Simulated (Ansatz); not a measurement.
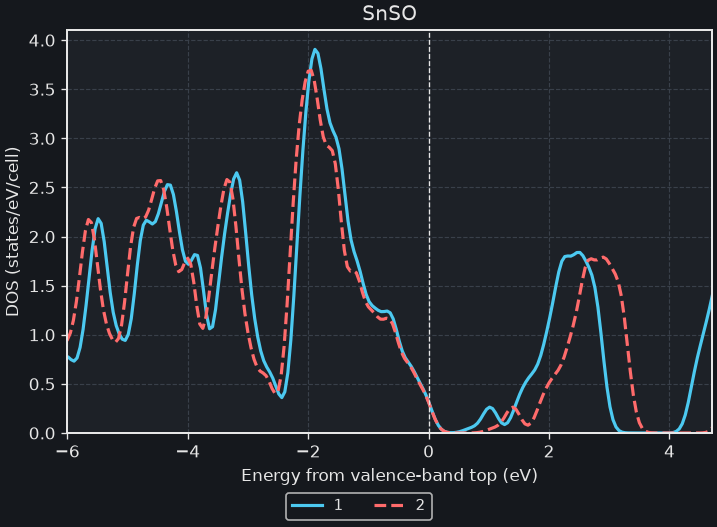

Total densities of states of SnSO (slab), 3 atoms in the cell, 1T monolayer (Janus) type, hydrostatic strain −2.5%, by two methods on the same cell. The curves are built from the levels of the k mesh with Gaussians 0.3 eV wide, which also blur the band edges. Each is counted from its own valence-band top.

Which curve is which? The methods: r2SCAN, PBE.

Answer. 1 is PBE; 2 is r2SCAN. PBE gives a gap of 0.71 eV and r2SCAN gives a gap of 1.09 eV.

Settings. PBE: DFT, PBE, plane waves, PAW, no spin polarisation, 12×12×1 k mesh, 420 eV cutoff, Fermi-Dirac smearing of 0.02 eV (Ansatz 0.2.0). r2SCAN: DFT, r2SCAN, plane waves, PAW, no spin polarisation, 12×12×1 k mesh, 500 eV cutoff (Ansatz 0.2.0).

The atoms aren't at rest in this cell (largest force 0.4 eV/Å), so the relaxed material can differ.
